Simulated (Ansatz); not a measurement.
**CH₃BF: a changed input and its effect**

System: CH₃BF, multiplicity 2.
Method of run 1: UHF-CCSD(T), frozen core/def2-TZVPP (Ansatz 0.2.0).

The geometry: displaced from a GFN2-xTB structure. Text and figures count atoms from 1; the logs count them from 0 in places.

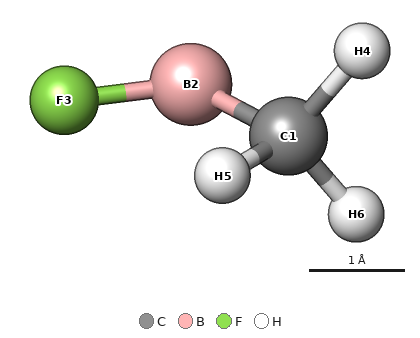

Figure 1. The structure as given in the input (ball-and-stick view, seen at a tilt; atoms are numbered from 1 in the order of the input). Bond lengths as drawn: B–C 1.52 Å, B–F 1.37 Å and C–H 1.16 to 1.31 Å.

## Input, run 1
```yaml
crystal:
  periodic: [false, false, false]
  atoms:
    - {symbol: C, position_ang: [-0.301900, 0.263500, -0.232900]}
    - {symbol: B, position_ang: [0.262700, -1.074500, 0.205700]}
    - {symbol: F, position_ang: [1.535800, -1.158000, 0.700400]}
    - {symbol: H, position_ang: [-1.359800, 0.672100, 0.431500]}
    - {symbol: H, position_ang: [0.579000, 0.967600, 0.058600]}
    - {symbol: H, position_ang: [-0.576200, 0.375000, -1.358600]}
basis:
  gaussian: {orbitals: def2-TZVPP}
magnetization: {spin_polarized: true, initial_magnetization: 1}
correlation: {method: ccsd_t}
scf: {omitted_lower_state_checks: [cluster_reference]}
output: {forces: true}
```

Hardware: 4 CPU threads, shared host.

## Output (run 1)
```
Functional definition: HF
  exchange = exact_x
  correlation = 0
these checks for a lower state are left out or cut short: cluster_reference
824 factors; integrals over basis functions are off by at most 9.9e-4 eV
mean field evaluation 1: about -4453.7202 eV, gradient 2.1e1 eV
mean field evaluation 2: about -4453.7223 eV, gradient 2.1e1 eV
mean field evaluation 4: about -4456.2774 eV, gradient 3.0e0 eV
mean field evaluation 8: about -4456.4181 eV, gradient 2.1e-1 eV
mean field -4456.41888074 eV, -163.7703731981 hartree, gradient 2.1e-6 eV, S^2 0.753051; 0 other end points of the search recorded, 0 dependent functions left out
3 core orbitals not correlated: weight in the atoms' cores, before any rotation towards them, 1.000 or more for the frozen orbitals, at most 0.000 for the correlated occupied ones
reference -4456.41888074 eV, -163.7703731981 hartree; 9, 8 occupied and 123, 124 virtual orbitals, 824 factors
too little memory for Intel AMX tiles; the run may be slower
second order -13.69234502 eV of doubles, -0.00000000 eV of singles
cycle   1  -13.88264280 eV  change   -1.9e-1 eV  update   8.6e-2
cycle   2  -14.20683413 eV  change   -3.2e-1 eV  update   2.8e-2
cycle   3  -14.30588954 eV  change   -9.9e-2 eV  update   1.7e-2
cycle   4  -14.30163886 eV  change    4.3e-3 eV  update   4.9e-3
cycle   5  -14.29973171 eV  change    1.9e-3 eV  update   2.3e-3
cycle   6  -14.30070125 eV  change   -9.7e-4 eV  update   8.0e-4
cycle   7  -14.30062148 eV  change    8.0e-5 eV  update   3.4e-4
cycle   8  -14.30058658 eV  change    3.5e-5 eV  update   1.3e-4
cycle   9  -14.30064206 eV  change   -5.5e-5 eV  update   6.1e-5
cycle  10  -14.30063250 eV  change    9.6e-6 eV  update   2.9e-5
cycle  11  -14.30063273 eV  change   -2.3e-7 eV  update   1.9e-5
cycle  12  -14.30063918 eV  change   -6.4e-6 eV  update   1.2e-5
cycle  13  -14.30063857 eV  change    6.1e-7 eV  update   7.0e-6
cycle  14  -14.30064123 eV  change   -2.7e-6 eV  update   2.6e-6
cycle  15  -14.30064224 eV  change   -1.0e-6 eV  update   1.1e-6
perturbative correction -0.49781577 eV, -0.0182943920 hartree
the calculation of the forces begins
Total energy: -4471.21733875 eV, -164.3142064991 hartree
Atom 0 at    -0.301900     0.263500    -0.232900 Å, force    -2.042863     3.650536     0.444859 eV/Å
Atom 1 at     0.262700    -1.074500     0.205700 Å, force     1.616268    -1.457998     0.873685 eV/Å
Atom 2 at     1.535800    -1.158000     0.700400 Å, force    -1.686091     0.062515    -0.626025 eV/Å
Atom 3 at    -1.359800     0.672100     0.431500 Å, force     3.232014    -1.454355    -1.956055 eV/Å
Atom 4 at     0.579000     0.967600     0.058600 Å, force    -1.647254    -0.515968    -0.742212 eV/Å
Atom 5 at    -0.576200     0.375000    -1.358600 Å, force     0.527926    -0.284730     2.005749 eV/Å
Dipole moment:    -0.192174     0.262753    -0.119934 e Å
Checks for a lower state left out: cluster_reference
```

The input of run 2 differs as follows (lines with − go, lines with + come):
```diff
-correlation: {method: ccsd_t}
-scf: {omitted_lower_state_checks: [cluster_reference]}
-output: {forces: true}
+hamiltonian: {xc: pbe0, dispersion: d4}
+output: {forces: true, orbitals: {seedname: orbitals}}
```

What does this change do to the results?

The total energies belong to different models, so their difference says nothing on which is more stable or more accurate. The largest force goes from 4.207 to 4.117 eV/Å. The dipole moment goes from 1.67 to 1.77 D.

## Output (run 2)
```
Functional definition: PBE0
  parameter a = 0.25
  parameter kappa = 0.804
  parameter beta = 0.06672455060314922
  exchange = (1 - a)*pbe_x(kappa = kappa, mu = beta*pi^2/3) + a*exact_x
  correlation = pbe_c(beta = beta)
682 factors; their error is unknown
mean field evaluation 1: about -4469.8737 eV, gradient 3.4e1 eV
mean field evaluation 2: about -4467.7490 eV, gradient 3.9e1 eV
mean field evaluation 4: about -4474.6743 eV, gradient 2.5e0 eV
mean field evaluation 8: about -4474.6971 eV, gradient 7.8e-2 eV
mean field evaluation 16: about -4474.7019 eV, gradient 8.4e-5 eV
mean field -4474.70185894 eV, -164.4422602541 hartree, gradient 8.4e-5 eV, S^2 0.751915; 0 other end points of the search recorded, 0 dependent functions left out
the calculation of the forces begins
reference -4474.70188815 eV, -164.4422613278 hartree; 12, 11 occupied and 123, 124 virtual orbitals, 682 factors
Total energy: -4474.75381413 eV, -164.4441695722 hartree
Atom 0 at    -0.301900     0.263500    -0.232900 Å, force    -1.946233     3.341773     0.581993 eV/Å
Atom 1 at     0.262700    -1.074500     0.205700 Å, force     1.638069    -1.133794     0.827816 eV/Å
Atom 2 at     1.535800    -1.158000     0.700400 Å, force    -1.839969     0.074382    -0.686317 eV/Å
Atom 3 at    -1.359800     0.672100     0.431500 Å, force     3.282351    -1.471131    -2.003621 eV/Å
Atom 4 at     0.579000     0.967600     0.058600 Å, force    -1.654667    -0.534495    -0.745172 eV/Å
Atom 5 at    -0.576200     0.375000    -1.358600 Å, force     0.520448    -0.276735     2.025302 eV/Å
Dipole moment:    -0.200269     0.283850    -0.123361 e Å
```

## The two runs side by side

```tsv
quantity	run 1	run 2
outcome	converged	converged
total energy (hartree)	−164.314206	−164.444170
dipole moment (D)	1.67	1.77
⟨S²⟩	0.753	0.752
largest force (eV/Å)	4.207	4.117
basis functions	135	135
HOMO (eV)	–	−5.91
LUMO (eV)	–	−1.27
wall time (shared host)	63 s	0.9 s
```
